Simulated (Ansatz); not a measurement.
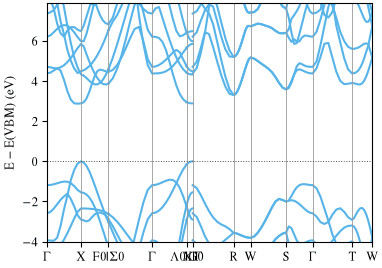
Fig. 1. Band structure from PBE in the plane-wave PAW code Ansatz

Problem. Read off the gap and where the band edges lie.

Solution. About 2.9 eV (2.87 eV by a search for the band edges); maximum at X, minimum on the Γ–X line, 86 % of the way from Γ.

Problem. Which compound is it?
A) BN, Immm (B on 2a, N on 2b)
B) SnSe2, Ibam (Se on 8j, Sn on 4a)
C) C, Ibam (C on 8j, C on 4a)

Solution. C, C, Ibam (C on 8j, C on 4a)

The start of the workflow was typed in or built on a structure type; neither database checked (COD, Materials Project) lists it. It is not the phase usual at ambient conditions (space group No. 194, 227). Symmetry was held in the PBE relaxation; its stability against distortions is not shown here. The volume moved by 20 % from the start of the relaxation.

Potentials: the later of the program's two PAW sets.
